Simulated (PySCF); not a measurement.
```xyz
13

S     2.0582   -0.9844   -0.2327
C     0.3621   -0.2518   -0.0732
C    -0.1057    1.0288   -0.7715
C    -1.2291    0.4166    0.0667
C    -0.9176   -0.9783   -0.4825
C    -0.2776    0.1967    1.2440
H     2.6637    0.0956    0.2547
H     0.3244    1.9639   -0.4273
H    -0.2081    0.9930   -1.8504
H    -1.2120   -1.8312    0.1189
H    -1.0707   -1.1461   -1.5430
H     0.1416    1.0765    1.7213
H    -0.5334   -0.5788    1.9572
```

Geometry: GFN2-xTB.

Method: UKS B3LYP, pcH-1 on C H S, non-relativistic, mean-field spin-orbit, GIAO in PySCF 2.14.0, density-fitted response routines.

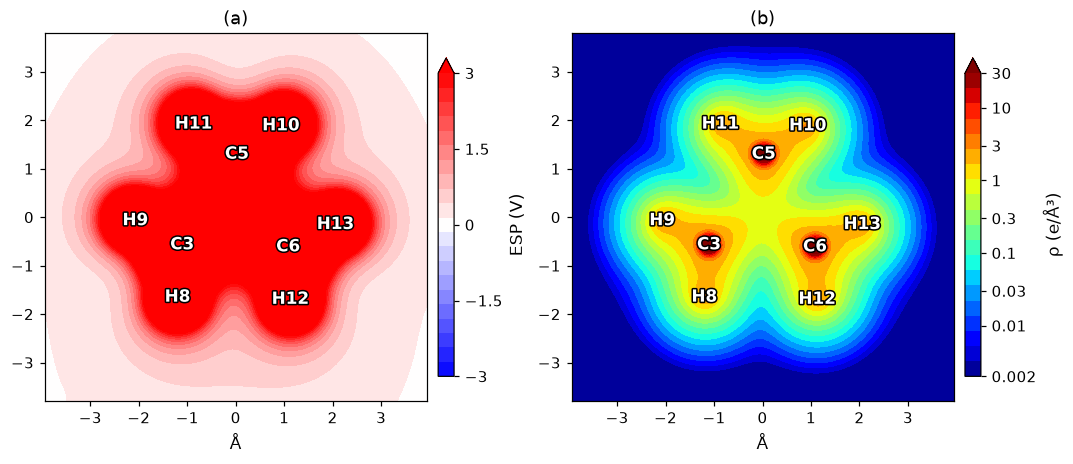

C₅H₇S (SMILES SC12C[C](C1)C2) (doublet). (a) electrostatic potential; (b) electron density on the plane of atoms H10, C5 and H11.

Q: What does the map show?

A:
- The section cuts through C and H sites.
- C–H (1.08 Å): ρ is about 2 e/Å³ halfway.
- The potential has no marked negative region in this plane.
